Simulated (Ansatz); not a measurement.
# UBHLYP/aug-cc-pVDZ run of BH2SO (SMILES O[B]S)

Aim: the electronic atomisation energy of BH2SO at UBHLYP/aug-cc-pVDZ, from 5 runs. 

The calculation is run with Ansatz 0.2.0.

52 further runs of the same task are left out: 52 set aside as unsound or not needed. Runs told in other sessions of the task aren't counted.

### 1 The system as given

BH2SO: 5 atoms, total charge 0, spin state doublet. As SMILES, `O[B]S`. The shape is that of a PBE0-D4/def2-TZVP optimisation. This is a higher conformer, about 7 kJ/mol above the lowest found by a separate search.

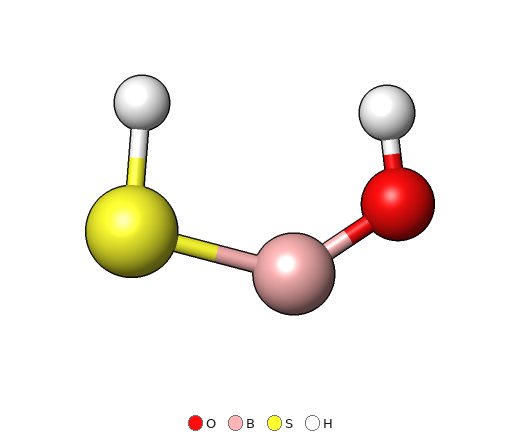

Viewed from a chosen angle; oxygen red, boron pink, sulfur yellow, hydrogen white.

### 2 A single-point energy at UBHLYP/aug-cc-pVDZ

job.yaml

```yaml
crystal:
  periodic: [false, false, false]
  atoms:
    - {symbol: O, position_ang: [-1.294700, -0.054700, -0.435600]}
    - {symbol: B, position_ang: [-0.454300, 0.825600, 0.109700]}
    - {symbol: S, position_ang: [1.253800, 0.694200, 0.611100]}
    - {symbol: H, position_ang: [-0.947100, -0.940000, -0.604700]}
    - {symbol: H, position_ang: [1.492100, -0.598600, 0.278200]}
basis:
  gaussian: {orbitals: aug-cc-pVDZ}
hamiltonian: {xc: {name: BHLYP}}
output: {orbitals: {seedname: orbitals}}
accuracy: high
magnetization: {spin_polarized: true, initial_magnetization: 1}
```

Run with:

```console
$ ansatz run job.yaml --threads 1 --pin off --max-ram 2610MiB --events-out events.jsonl --progress --plain --runs-dir runs
```

What it wrote:

```text
Warning: RAYON_NUM_THREADS=1 ignored (pool sized by the plan → 1); use --threads N
Functional definition: BHLYP
  name "BHLYP"
  parameter a = 0.5
  exchange = (1 - a)*b88_x + a*exact_x
  correlation = lyp_c
1789 factors; integrals over basis functions are off by at most 3.5e-9 eV
mean field evaluation 1: about -13586.6898 eV, gradient 3.1e1 eV
mean field evaluation 2: about -13585.3059 eV, gradient 3.8e1 eV
mean field evaluation 4: about -13590.3344 eV, gradient 1.0e0 eV
mean field evaluation 8: about -13590.3466 eV, gradient 3.6e-2 eV
mean field evaluation 16: about -13590.3466 eV, gradient 2.6e-5 eV
mean field -13590.34660213 eV, -499.4360257604 hartree, gradient 9.0e-8 eV, S^2 0.752861; 0 other end points of the search recorded, 0 dependent functions left out
reference -13590.34662725 eV, -499.4360266836 hartree; 16, 15 occupied and 75, 76 virtual orbitals, 1789 factors
Total energy: -13590.34662725 eV, -499.4360266836 hartree
```

It took 8.4 s on 1 thread of Arm Neoverse V2, shared host; peak memory 0.35 GiB.

### 3 The B atom

input.yaml

```yaml
crystal:
  periodic: [false, false, false]
  atoms:
    - {symbol: B, position_ang: [0.000000, 0.000000, 0.000000]}
basis:
  gaussian:
    orbitals: aug-cc-pVDZ
hamiltonian:
  xc: {name: BHLYP}
accuracy: high
magnetization:
  spin_polarized: true
  initial_magnetization: 1
```

Run the same way, it converges to -24.65177 Eh (log not shown).

### 4 The H atom, same level

input.yaml

```yaml
crystal:
  periodic: [false, false, false]
  atoms:
    - {symbol: H, position_ang: [0.000000, 0.000000, 0.000000]}
basis:
  gaussian:
    orbitals: aug-cc-pVDZ
magnetization:
  spin_polarized: true
  initial_magnetization: 1
hamiltonian:
  xc: {name: BHLYP}
accuracy: high
```

Run the same way, it converges to -0.49808 Eh (log not shown).

### 5 The O atom

job.yaml

```yaml
basis:
  gaussian:
    orbitals: aug-cc-pVDZ
crystal:
  periodic: [false, false, false]
  atoms:
    - symbol: O
      position_ang: [0.000000, 0.000000, 0.000000]
magnetization:
  spin_polarized: true
  initial_magnetization: 2
hamiltonian:
  xc: {name: BHLYP}
accuracy: high
```

Run the same way, it converges to -75.05843 Eh (log not shown).

### 6 The S atom

in.yaml

```yaml
crystal:
  periodic: [false, false, false]
  atoms:
    - {symbol: S, position_ang: [0.000000, 0.000000, 0.000000]}
basis:
  gaussian:
    orbitals: aug-cc-pVDZ
magnetization:
  spin_polarized: true
  initial_magnetization: 2
hamiltonian:
  xc: {name: BHLYP}
accuracy: high
```

Run the same way, it converges to -398.11798 Eh (log not shown).

### 7 Summary of results

At UBHLYP/aug-cc-pVDZ:

```
                                    quantity          value
                      molecule: total energy  -499.43603 Eh
molecule: HOMO energy (highest over α and β)       -7.11 eV
 molecule: LUMO energy (lowest over α and β)       -1.08 eV
                              molecule: ⟨S²⟩          0.753
                        B atom: total energy   -24.65177 Eh
                                B atom: ⟨S²⟩          0.755
                        H atom: total energy    -0.49808 Eh
                                H atom: ⟨S²⟩          0.750
                        O atom: total energy   -75.05843 Eh
                                O atom: ⟨S²⟩          2.005
                        S atom: total energy  -398.11798 Eh
                                S atom: ⟨S²⟩          2.004
               electronic atomisation energy      16.645 eV
```

Taking the molecule apart into free atoms costs 16.64 eV (1606 kJ/mol), before zero-point energy and without spin-orbit coupling.
